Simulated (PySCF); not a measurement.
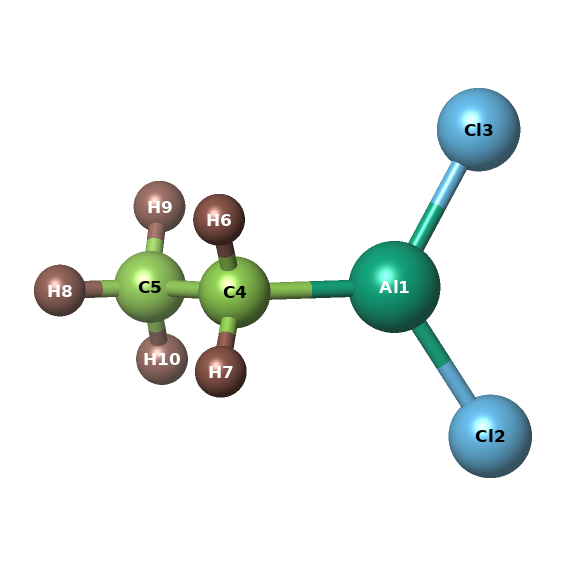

The computed structure is the end point of a PBE0-D3(BJ)/def2-SVP optimisation. No frequency run is at hand to confirm it as a minimum. Properties computed with delta-SCF UKS SCAN, pcX-2 on the ionised atom (unc-x2c-TZVPall on a metal), pcseg-1 elsewhere, spin-free X2C (PySCF 2.14.0).

Give the core-electron binding energies (to vacuum; p and d levels without spin–orbit splitting) of Al1 1s, Al1 2p, Cl2 1s, Cl2 2p, C4 1s, C5 1s.

```tsv
atom	level	binding energy (eV)
Al1	1s	1568.3
Al1	2p	81.8
Cl2	1s	2828.5
Cl2	2p	206.4
C4	1s	290.4
C5	1s	291.1
```
